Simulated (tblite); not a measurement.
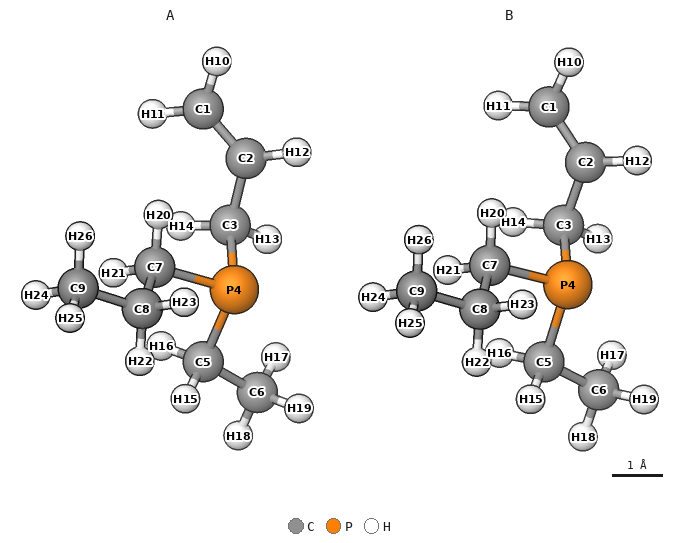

Two geometries of C8H17P, drawn at one scale. One is the start of a relaxation, the other its converged end. A ball-and-stick model, seen from a free direction.

Computed with tblite 0.8.0, GFN2-xTB geometry optimisation, gas phase. 

**Which of the two is the end point?**

Structure A is the relaxed one. The largest move after the best rigid fit is that of H10, 0.27 Å. By element the largest moves are H 0.27 Å, P 0.16 Å, C 0.16 Å. Some distances before and after: C3–P4 1.841 → 1.878 Å, P4–C5 1.842 → 1.867 Å, C2–H12 1.103 → 1.083 Å, C1–C2 1.340 → 1.321 Å. Bond angles that change, for instance: C2–C3–P4 101.9° → 110.3°, P4–C3–H13 111.6° → 106.5°, C3–P4–C7 101.0° → 96.8°. The energy falls by 3.87 kcal/mol in 91 geometry steps. Cost: 0.85 s on 1 thread of Arm Neoverse V1 (shared host).
